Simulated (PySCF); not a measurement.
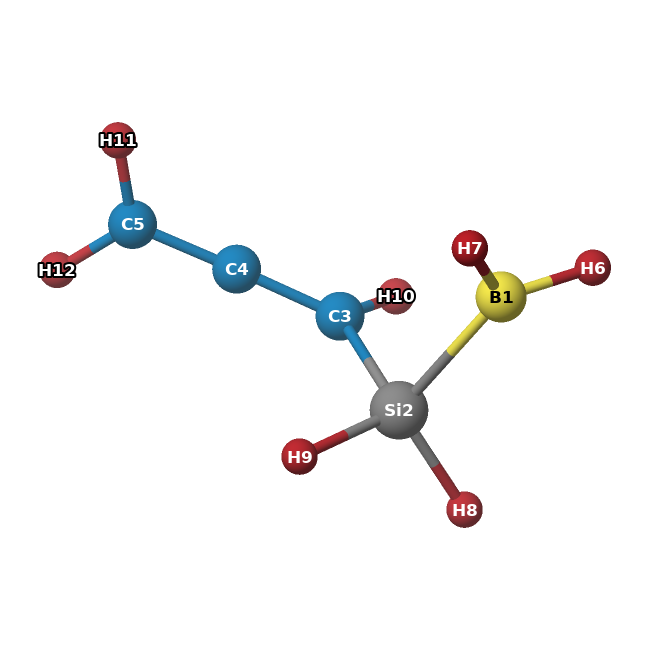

The computed structure is the end point of a PBE0-D3(BJ)/def2-SVP optimisation. No frequency run is at hand to confirm it as a minimum. Properties computed with delta-SCF UKS PBE0, pcX-2 on the ionised atom, pcseg-1 elsewhere, spin-free X2C (PySCF 2.14.0).

Give the core-electron binding energies (to vacuum; p and d levels without spin–orbit splitting) of B1 1s, Si2 1s, Si2 2p, C3 1s, C4 1s, C5 1s.

```tsv
atom	level	binding energy (eV)
B1	1s	195.3
Si2	1s	1843.9
Si2	2p	106.2
C3	1s	289.8
C4	1s	290.2
C5	1s	289.9
```
